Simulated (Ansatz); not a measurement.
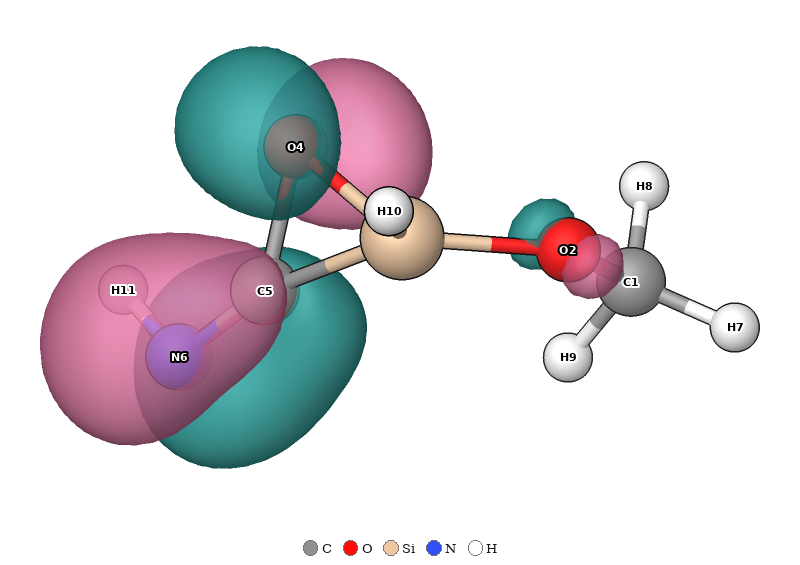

Figure. C2H5NO2Si (SMILES CO[SiH]1OC1=N). The HOMO−1 at ±0.1 Å⁻³ᐟ² (teal and pink are the two phases), seen from one side.

Computed with RKS CAM-B3LYP-D4/def2-SVP in Ansatz 0.2.0.

```json
{"atom": "C", "x (Å)": "-0.1732", "y (Å)": "-1.8479", "z (Å)": "-0.4818"}
{"atom": "O", "x (Å)": "0.2800", "y (Å)": "-0.7658", "z (Å)": "-1.2714"}
{"atom": "Si", "x (Å)": "0.4206", "y (Å)": "0.7935", "z (Å)": "-0.8323"}
{"atom": "O", "x (Å)": "-0.8586", "y (Å)": "1.5353", "z (Å)": "0.0211"}
{"atom": "C", "x (Å)": "0.2582", "y (Å)": "1.3845", "z (Å)": "0.8612"}
{"atom": "N", "x (Å)": "0.4279", "y (Å)": "1.6682", "z (Å)": "2.0644"}
{"atom": "H", "x (Å)": "0.2632", "y (Å)": "-2.7745", "z (Å)": "-0.8802"}
{"atom": "H", "x (Å)": "-1.2706", "y (Å)": "-1.9251", "z (Å)": "-0.5265"}
{"atom": "H", "x (Å)": "0.1301", "y (Å)": "-1.7360", "z (Å)": "0.5725"}
{"atom": "H", "x (Å)": "1.0091", "y (Å)": "1.5178", "z (Å)": "-1.9654"}
{"atom": "H", "x (Å)": "-0.4214", "y (Å)": "2.0930", "z (Å)": "2.4591"}
```

**What is the character of this orbital?**

By Hirshfeld shares it lies mainly on N6 (about 40 %), O4 (about 35 %) and C5 (about 15 %); largely a combination of lone pairs on N6 and O4. Its energy is −9.35 eV.
